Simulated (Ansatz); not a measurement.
## Electronic structure of GaBi₂B in real space

```xyz
4
Lattice="4.2008 0.0000 0.0000 0.0000 4.2008 0.0000 0.0000 0.0000 6.1271" Properties=species:S:1:pos:R:3 pbc="T T T"
B     0.0000    0.0000    0.0000
Bi    0.0000    2.1004    1.3223
Ga    2.1004    2.1004    3.0635
Bi    2.1004    0.0000    4.8048
```

Space group P-4m2; started from the ordered alloy on zincblende lattice prototype, which need not be the ambient phase.

Theory: DFT, PBE, plane waves, PAW (Ansatz 0.2.0).

Core electrons are frozen (PAW), and the valence fields are smoothed inside the atomic spheres.

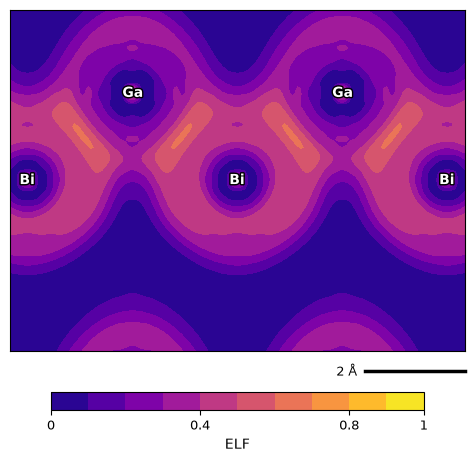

Figure 1. ELF on the (010) plane of the conventional cell.

**Read the bonding off the picture.**

The section cuts through Bi and Ga sites.
Ga–Bi (2.73 Å): the ELF peaks at about 0.60 between the atoms.
The features right at Ga lie inside the PAW spheres, where the map follows smoothed inner orbitals and isn't to be read closely.

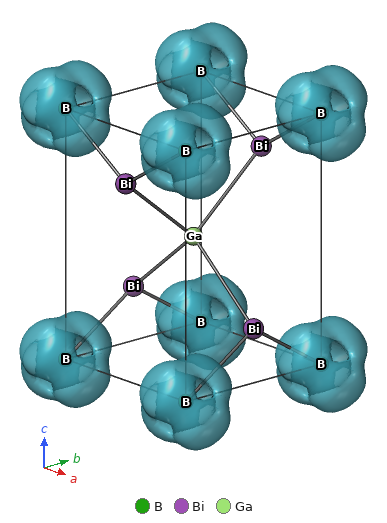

Figure 2. Isosurface of the electron localisation function at 0.65 (cyan), seen at an oblique angle. Core shells and regions of very low density are left out. Sticks mark near contacts.

**Where are the electrons localised?**

The ELF exceeds this value in one region wrapped around B (its valence shell), counted in one cell of 4 atoms. Regions shared between cells count once. Profiles from the grid: Bi–B (2.48 Å): the ELF peaks at about 0.85 in the valence shell of B, 0.8 Å from its nucleus, and is about 0.55 at the midpoint.
